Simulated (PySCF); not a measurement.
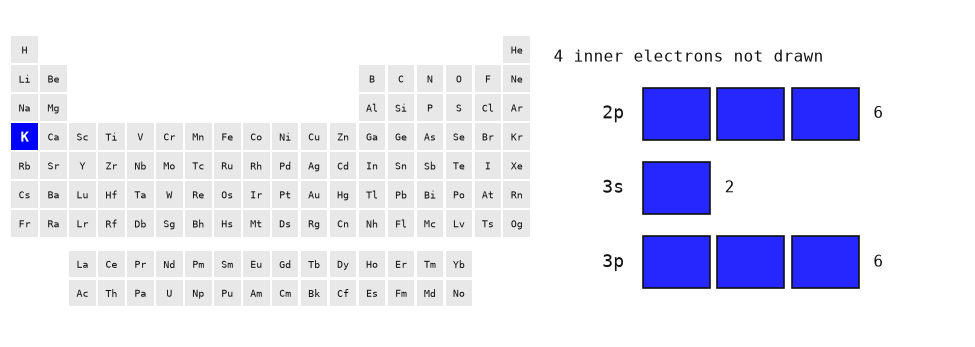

Fig. 1: Left, the place of potassium in the periodic table; right, the outer shells of the nominal configuration: a box for each of the 2l + 1 orbitals, shaded by the share of the shell that is filled, with the electron count at the right.

Atomic calculation for K⁺

K⁺, configuration 1s2 2s2 2p6 3s2 3p6, multiplicity 1. Computed at this level: unrestricted PBE0, def2-SVP, non-relativistic, point nucleus (PySCF).

Outcome:

- outcome: converged
- total energy: −599.482954 hartree
- kinetic energy: 598.624297 hartree
- SCF iterations: 3
- hardware: 1 thread of Arm Neoverse V2, 23 GiB of memory available, shared host

What is odd here:

The input is odd on purpose: grid misses charge; radial grid too coarse. The program ran to the end. Its numbers are those of this setting; this run alone doesn't show how far the oddity moves them.

The input:
```python
from pyscf import gto, scf, dft, mp, cc
import basis_set_exchange as bse
mol = gto.M(atom="K 0 0 0", charge=1, spin=0, symmetry="D2h",
            basis=gto.basis.parse(bse.get_basis("def2-SVP", elements=["K"], fmt="nwchem", header=False)))
mf = dft.UKS(mol, xc="PBE0")
mf.irrep_nelec = {'Ag': (3, 3), 'B1u': (2, 2), 'B2u': (2, 2), 'B3u': (2, 2)}
mf.kernel()
```

The script is an equivalent of what the driver set up; the driver started from orbitals of its own, so the log can be shorter than this script's would be, and it computed the properties (radii, ⟨L²⟩, response) afterwards. It also set what the script leaves out: hgrid = 0.8. It held the occupations shell by shell, which the script's counts by irreducible representation don't always enforce.

The run was one of a batch that the task file lists, launched with:
```bash
OMP_NUM_THREADS=1 python <driver script> TASK.json OUT
```

The program's output (extracts):
```
damping factor = 0
level_shift factor = 0
DIIS = <class 'pyscf.scf.diis.CDIIS'>
diis_start_cycle = 1
diis_space = 10
diis_damp = 0
SCF conv_tol = 1e-09
SCF conv_tol_grad = None
number electrons alpha = 9  beta = 9
XC functionals = PBE0
    C. Adamo and V. Barone.,  J. Chem. Phys. 110, 6158 (1999)
    M. Ernzerhof and G. E. Scuseria.,  J. Chem. Phys. 110, 5029 (1999)
cycle= 1 E= -599.482953520474  delta_E= -0.000366  |g|= 0.00064  |ddm|= 0.0456
cycle= 2 E= -599.482953867961  delta_E= -3.47e-07  |g|= 2.54e-05  |ddm|= 0.00134
cycle= 3 E= -599.482953868395  delta_E= -4.34e-10  |g|= 4.58e-07  |ddm|= 5.46e-05
converged SCF energy = -599.482953868395  <S^2> = -3.5527137e-15  2S+1 = 1
```
